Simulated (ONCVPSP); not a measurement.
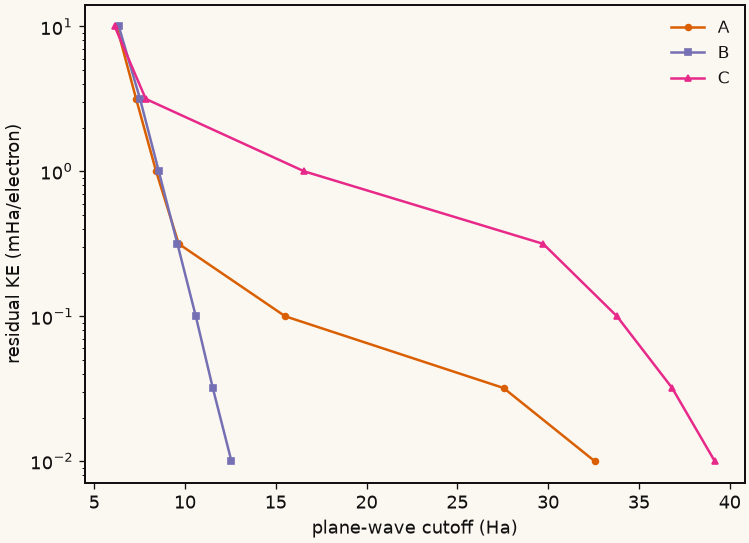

The residual kinetic energy of the 5d wave for 3 variants of one potential.

Base settings:

Input of ONCVPSP 4.0.1:

```
# ATOM AND REFERENCE CONFIGURATION
# atsym  z   nc   nv     iexc    psfile
  Gd 64.00   10    3  -116133      upf
#
#   n    l    f
    1    0    2.00
    2    0    2.00
    2    1    6.00
    3    0    2.00
    3    1    6.00
    3    2   10.00
    4    0    2.00
    4    1    6.00
    4    2   10.00
    5    0    2.00
    4    3    7.00
    5    1    6.00
    5    2    1.00
#
# PSEUDOPOTENTIAL AND OPTIMIZATION
# lmax
    3
#
#   l,   rc,      ep,       ncon, nbas, qcut
    0    2.75    0.37    4    8    2.10
    1    2.55    0.00    5   10    4.50
    2    2.15    0.00    4    7    5.00
    3    1.20    0.00    3    8   13.20
#
# LOCAL POTENTIAL
# lloc, lpopt,  rc(5),   dvloc0
    4    5    0.95    0.00
#
# VANDERBILT-KLEINMAN-BYLANDER PROJECTORs
# l, nproj, debl
    0    1    3.90
    1    1    2.00
    2    2    2.10
    3    1    3.40
#
# MODEL CORE CHARGE
# icmod, fcfact, rcfact
    3    6.00    1.55
#
# LOG DERIVATIVE ANALYSIS
# epsh1, epsh2, depsh
   -3.00    5.00    0.02
#
# OUTPUT GRID
# rlmax, drl
    6.00    0.01
#
# TEST CONFIGURATIONS
# ncnf
    4
# nvcnf
#   n    l    f
    4
    4    3    7.00
    5    1    6.00
    5    2    1.00
    6    0    2.00
#
    4
    4    3    7.00
    5    1    6.00
    5    2    1.00
    6    0    1.00
#
    3
    4    3    7.00
    5    1    6.00
    5    2    0.00
#
    4
    4    3    7.00
    5    1    6.00
    5    2    2.00
    6    0    1.00
#
```

Launched with:
```bash
oncvpsp.x < Gd.dat > Gd.out
```

Functional and relativity: PBEsol, scalar-relativistic.

In the s channel the program set the typed energies aside and used 0.050 Ha.

**The variants differ in the scale factor on all qcut: 0.65, 0.84, 0.96. Which curve belongs to which value?**

A: 0.84; B: 0.96; C: 0.65.

**What did the other tests of these runs give?**

A: loose cutoff 115 Ha; bound ghosts flagged s, p; 3 of 4 tests not solved. B: loose cutoff 74 Ha; bound ghosts flagged s, p; 3 of 4 tests not solved. C: bound ghosts flagged s, p; largest test error +395 meV. The loose cutoff is the first of the cutoffs at which the residual kinetic energy of the hardest occupied pseudo-wave falls to 1 and 0.1 mHa per electron.
